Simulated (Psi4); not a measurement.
# A workflow on C2F2 (SMILES FC#CF)

We compute a geometry optimisation (singlet C2F2, CAM-B3LYP-D3(BJ)/aug-cc-pVDZ), then the energy (doublet [C2F2]+, UCAM-B3LYP-D3(BJ)/aug-cc-pVDZ), then a structure relaxation (doublet [C2F2]+, UCAM-B3LYP-D3(BJ)/aug-cc-pVDZ), then the energy (singlet C2F2, CAM-B3LYP-D3(BJ)/aug-cc-pVDZ) of C2F2. 

Program for the calculation: Psi4 1.11.

**1. The structure to begin with**

C2F2: 4 atoms, total charge 0, spin state singlet. SMILES: `FC#CF`. Geometry: relaxed at PBE0-D4/def2-TZVP. The run starts from this shape.

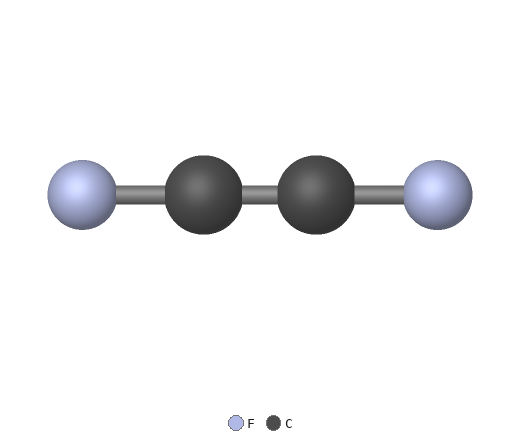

The structure, seen from a chosen angle (fluorine light blue, carbon dark grey).

**2. A geometry optimisation at CAM-B3LYP-D3(BJ)/aug-cc-pVDZ (density fitting) (run 1)**

The input, calc.in:

```
memory 1600 mb

molecule molecule1 {
  0 1
  F     -0.136400     0.128000     1.852800
  C     -0.033700     0.030200     0.583200
  C      0.061400    -0.060400    -0.593400
  F      0.164100    -0.158200    -1.863000
  symmetry c1
}

set {
  basis aug-cc-pVDZ
}

e = opt('cam-b3lyp-d3bj')
```

On the command line:

```
$ psi4 calc.in calc.out -n 1
```

calc.out:

```text
[...]
  Running in c1 symmetry.
[...]
  Nuclear repulsion =   95.510996951943397
[...]
  Multiplicity = 1
[...]
  Nalpha       = 15
  Nbeta        = 15
[...]
    Number of basis functions: 92
[...]
   @DF-RKS iter   1:  -275.62099833467630   -3.30915e-01   4.19243e-03 ADIIS/DIIS
[...]
   @DF-RKS iter   7:  -275.69519001559149   -7.38964e-13   7.90054e-10 DIIS
[...]
  @DF-RKS Final Energy:  -275.69519001559149
   => Energetics <=
    Nuclear Repulsion Energy =             94.7986911580831730
    One-Electron Energy =                -567.5383688307142620
    Two-Electron Energy =                 220.4591017223030747
    DFT Exchange-Correlation Energy =     -23.4135208638692482
    Empirical Dispersion Energy =          -0.0010932013941992
    VV10 Nonlocal Energy =                  0.0000000000000000
    Total Energy =                       -275.6951900155914927
[...]
  -Total Gradient:
     Atom            X                  Y                   Z
    ------   -----------------  -----------------  -----------------
       1       -0.000000612579    -0.000000000148    -0.000133694981
       2        0.000001939894     0.000000000468     0.000307926891
       3       -0.000001939893    -0.000000000468    -0.000307929048
       4        0.000000612578     0.000000000148     0.000133697137
[...]
    Final optimized geometry and variables:
    Molecular point group: c1
    Full point group: S2
    Geometry (in Angstrom), charge = 0, multiplicity = 1:
    F            0.000032970954     0.000000006838     1.883532558370
    C            0.000032970954     0.000000007609     0.595340664855
    C           -0.000032970947    -0.000000007609    -0.595340668583
    F           -0.000032970959    -0.000000006839    -1.883532556015
    Psi4 run time: 0:00:20.24
[...]
```

The script printed:

```text
Optimizer: Optimization complete!
```

It took 22 s on 1 thread of Intel Xeon Platinum 8259CL at 2.50GHz (Skylake/Cascade Lake), shared host; peak memory 0.52 GiB.

Steps, from the record of the run:

| step | energy from the first frame kept (eV) | largest force (eV/Å) |
| --- | --- | --- |
| 0 | 0.0000 | 0.6309 |
| 1 | -0.0092 | 0.2137 |
| 2 | -0.0095 | 0.0158 |

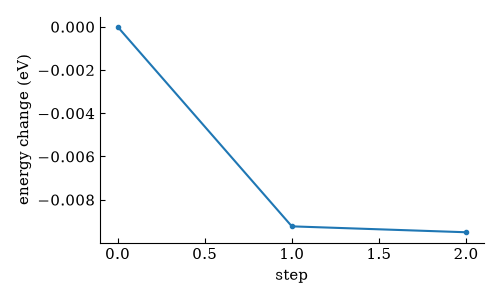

Energy along the run.

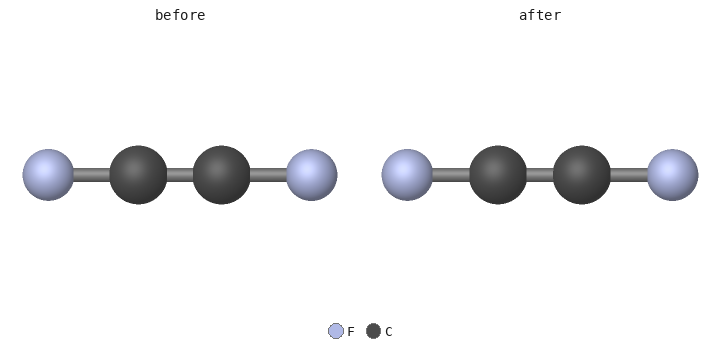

Before and after, at one scale.

After the run. Bond lengths: F1–C2 1.288 Å, C2–C3 1.191 Å, C3–F4 1.288 Å. Angles: F1–C2–C3 180.0°, C2–C3–F4 180.0°.

**3. The doublet cation: a single-point energy at UCAM-B3LYP-D3(BJ)/aug-cc-pVDZ (density fitting) (run 2)**

The input, job.inp:

```
memory 1600 mb

molecule {
  1 2
  F     -0.137538     0.129092     1.866794
  C     -0.033978     0.030473     0.586564
  C      0.061678    -0.060673    -0.596764
  F      0.165238    -0.159292    -1.876994
}

set {
  basis     aug-cc-pVDZ
  reference uks
}

result, w = energy('cam-b3lyp-d3(bj)', return_wfn=True)
```

On the command line:

```
$ psi4 -n 1 job.inp job.out
```

job.out:

```text
[...]
  Running in ci symmetry.
[...]
  Nuclear repulsion =   94.798665613914494
[...]
  Multiplicity = 2
[...]
  Nalpha       = 15
  Nbeta        = 14
[...]
    Number of basis functions: 92
[...]
   @DF-UKS iter   1:  -275.24709583073138    3.93802e-03   3.79442e-03 DIIS/ADIIS
[...]
   @DF-UKS iter   8:  -275.28017892161961   -1.85328e-07   9.98942e-07 DIIS
[...]
   @S^2 Observed:                7.518591904E-01
[...]
  @DF-UKS Final Energy:  -275.28017892161961
   => Energetics <=
    Nuclear Repulsion Energy =             94.7986656139144941
    One-Electron Energy =                -557.9298131276809727
    Two-Electron Energy =                 211.0068666072087922
    DFT Exchange-Correlation Energy =     -23.1548048137427607
    Empirical Dispersion Energy =          -0.0010932013191771
    VV10 Nonlocal Energy =                  0.0000000000000000
    Total Energy =                       -275.2801789216196084
[...]
 Multipole Moments:
 ------------------------------------------------------------------------------------
     Multipole            Electronic (a.u.)      Nuclear  (a.u.)        Total (a.u.)
 ------------------------------------------------------------------------------------
 L = 1.  Multiply by 2.5417464519 to convert [e a0] to [Debye]
 Dipole X            :          0.0000000            0.0000000            0.0000000
 Dipole Y            :          0.0000000            0.0000000            0.0000000
 Dipole Z            :          0.0000000            0.0000000            0.0000000
 Magnitude           :                                                    0.0000000
[...]
```

Wall time 11 s (1 thread of Intel Xeon Platinum 8259CL at 2.50GHz (Skylake/Cascade Lake), shared host); peak memory 0.5 GiB.

**4. The doublet cation: a geometry optimisation at UCAM-B3LYP-D3(BJ)/aug-cc-pVDZ (density fitting) (run 3)**

The input, calc.inp:

```
memory 1600 MB

molecule system {
  1 2
  F     -0.137538     0.129092     1.866794
  C     -0.033978     0.030473     0.586564
  C      0.061678    -0.060673    -0.596764
  F      0.165238    -0.159292    -1.876994
  symmetry c1
}

set globals {
  basis     aug-cc-pVDZ
  reference uks
}

energy_value, wavefunction = opt('cam-b3lyp-d3bj', return_wfn=True)
```

On the command line:

```
$ psi4 -n 1 calc.inp calc.out
```

calc.out:

```text
[...]
  Running in c1 symmetry.
[...]
  Nuclear repulsion =   94.798665613914494
[...]
  Multiplicity = 2
[...]
  Nalpha       = 15
  Nbeta        = 14
[...]
    Number of basis functions: 92
[...]
   @DF-UKS iter   1:  -275.24709584595365    3.93802e-03   2.68306e-03 ADIIS/DIIS
[...]
   @DF-UKS iter   6:  -275.29167765386455   -3.18323e-12   6.71749e-09 DIIS
[...]
   @S^2 Observed:                7.516248376E-01
[...]
  @DF-UKS Final Energy:  -275.29167765386455
   => Energetics <=
    Nuclear Repulsion Energy =             96.6724954152787035
    One-Electron Energy =                -561.4734148555506863
    Two-Electron Energy =                 212.6965314941890881
    DFT Exchange-Correlation Energy =     -23.1861925103755411
    Empirical Dispersion Energy =          -0.0010971974061088
    VV10 Nonlocal Energy =                  0.0000000000000000
    Total Energy =                       -275.2916776538645536
[...]
  -Total Gradient:
     Atom            X                  Y                   Z
    ------   -----------------  -----------------  -----------------
       1       -0.000000114793     0.000000389284    -0.000083598380
       2        0.000000344977    -0.000001162799     0.000103133927
       3       -0.000000344977     0.000001162799    -0.000103129034
       4        0.000000114793    -0.000000389284     0.000083593486
[...]
    Final optimized geometry and variables:
    Molecular point group: c1
    Full point group: C1v
    Geometry (in Angstrom), charge = 1, multiplicity = 2:
    F           -0.000005352034    -0.000018683225     1.847522531718
    C           -0.000005352034    -0.000018683225     0.617064491084
    C            0.000005352034     0.000018683227    -0.617064483665
    F            0.000005352034     0.000018683224    -1.847522536404
    Psi4 run time: 0:00:48.67
[...]
```

On the terminal:

```text
Optimizer: Optimization complete!
```

Wall time 50 s (1 thread of Intel Xeon Platinum 8259CL at 2.50GHz (Skylake/Cascade Lake), shared host); peak memory 0.55 GiB.

The path in brief:

| step | energy from the first frame kept (eV) | largest force (eV/Å) |
| --- | --- | --- |
| 0 | 0.0000 | 8.3180 |
| 1 | -0.3071 | 0.6277 |
| 2 | -0.3127 | 0.1637 |
| 3 | -0.3129 | 0.0226 |
| 4 | -0.3129 | 0.0053 |

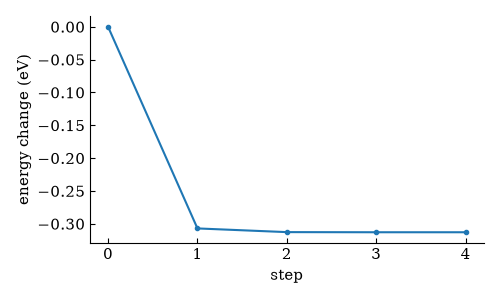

Energy along the run.

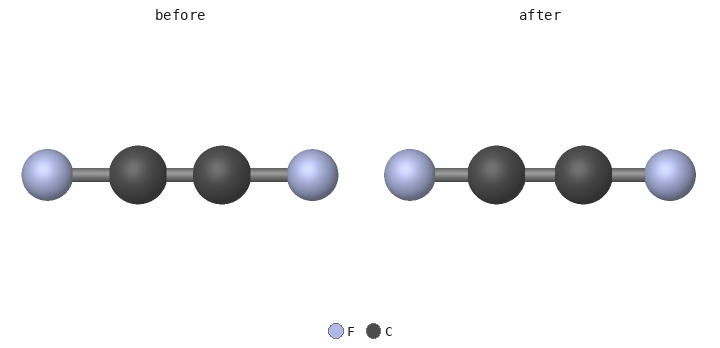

Before and after, at one scale.

After the run. Bond lengths: F1–C2 1.230 Å, C2–C3 1.234 Å, C3–F4 1.230 Å. Angles: F1–C2–C3 180.0°, C2–C3–F4 180.0°.

**5. The energy at CAM-B3LYP-D3(BJ)/aug-cc-pVDZ (density fitting) (run 4)**

The input, calc.in:

```
memory 1.6 GB

molecule mol {
  F     -0.25452532     0.23877257     3.46009042
  C     -0.06759739     0.06076225     1.14923316
  C      0.11994281    -0.11783198    -1.16850837
  F      0.30687074    -0.29584229    -3.47936563
  units bohr
  symmetry c1
}


energy("cam-b3lyp-d3bj/aug-cc-pVDZ")
print_variables()
```

On the command line:

```
$ psi4 calc.in calc.out -n 1
```

calc.out:

```text
[...]
  Running in c1 symmetry.
[...]
  Nuclear repulsion =   96.672492512095687
[...]
  Multiplicity = 1
[...]
  Nalpha       = 15
  Nbeta        = 15
[...]
    Number of basis functions: 92
[...]
   @DF-RKS iter   1:  -275.61384143957179   -2.19704e-01   4.06012e-03 DIIS/ADIIS
[...]
   @DF-RKS iter   7:  -275.68379364866462   -2.33468e-08   2.23993e-07 DIIS
[...]
  @DF-RKS Final Energy:  -275.68379364866462
   => Energetics <=
    Nuclear Repulsion Energy =             96.6724925120956868
    One-Electron Energy =                -571.0592856879366082
    Two-Electron Energy =                 222.1447670771570415
    DFT Exchange-Correlation Energy =     -23.4406703525708053
    Empirical Dispersion Energy =          -0.0010971974099406
    VV10 Nonlocal Energy =                  0.0000000000000000
    Total Energy =                       -275.6837936486646186
[...]
 Multipole Moments:
 ------------------------------------------------------------------------------------
     Multipole            Electronic (a.u.)      Nuclear  (a.u.)        Total (a.u.)
 ------------------------------------------------------------------------------------
 L = 1.  Multiply by 2.5417464519 to convert [e a0] to [Debye]
 Dipole X            :         -0.0000000            0.0000000           -0.0000000
 Dipole Y            :          0.0000000           -0.0000000            0.0000000
 Dipole Z            :          0.0000000           -0.0000000            0.0000000
 Magnitude           :                                                    0.0000000
[...]
```

Wall time 8.1 s (1 thread of Intel Xeon Platinum 8259CL at 2.50GHz (Skylake/Cascade Lake), shared host); peak memory 0.49 GiB.

**6. What came out**

```
                                                               quantity          value
           run 1, CAM-B3LYP-D3(BJ)/aug-cc-pVDZ: total energy at the end  -275.69519 Eh
                     run 1, CAM-B3LYP-D3(BJ)/aug-cc-pVDZ: dipole moment         0.00 D
                       run 1, CAM-B3LYP-D3(BJ)/aug-cc-pVDZ: HOMO energy       -9.74 eV
                       run 1, CAM-B3LYP-D3(BJ)/aug-cc-pVDZ: LUMO energy        0.54 eV
                     run 1, CAM-B3LYP-D3(BJ)/aug-cc-pVDZ: HOMO–LUMO gap       10.28 eV
                 run 1, CAM-B3LYP-D3(BJ)/aug-cc-pVDZ: dispersion energy   -2.87 kJ/mol
                                    doublet cation, run 2: total energy  -275.28018 Eh
              doublet cation, run 2: HOMO energy (highest over α and β)      -18.55 eV
               doublet cation, run 2: LUMO energy (lowest over α and β)      -12.88 eV
                               doublet cation, run 2: dispersion energy   -2.87 kJ/mol
                                            doublet cation, run 2: ⟨S²⟩          0.752
                         doublet cation, run 3: total energy at the end  -275.29168 Eh
              doublet cation, run 3: HOMO energy (highest over α and β)      -17.91 eV
               doublet cation, run 3: LUMO energy (lowest over α and β)      -12.25 eV
                               doublet cation, run 3: dispersion energy   -2.88 kJ/mol
                                            doublet cation, run 3: ⟨S²⟩          0.752
                      run 4, CAM-B3LYP-D3(BJ)/aug-cc-pVDZ: total energy  -275.68379 Eh
                       run 4, CAM-B3LYP-D3(BJ)/aug-cc-pVDZ: HOMO energy       -9.13 eV
                       run 4, CAM-B3LYP-D3(BJ)/aug-cc-pVDZ: LUMO energy        0.63 eV
                     run 4, CAM-B3LYP-D3(BJ)/aug-cc-pVDZ: HOMO–LUMO gap        9.76 eV
                 run 4, CAM-B3LYP-D3(BJ)/aug-cc-pVDZ: dispersion energy   -2.88 kJ/mol
adiabatic ionisation energy (to the doublet cation, no zero-point term)      10.980 eV
```

In words: The adiabatic ionisation energy (to the doublet cation, no zero-point term) is 10.98 eV (253 kcal/mol). The optimisation (run 1, CAM-B3LYP-D3(BJ)/aug-cc-pVDZ) took 3 steps and changed the energy by -0.010 eV. The optimisation (doublet cation, run 3) took 5 steps and changed the energy by -0.313 eV.
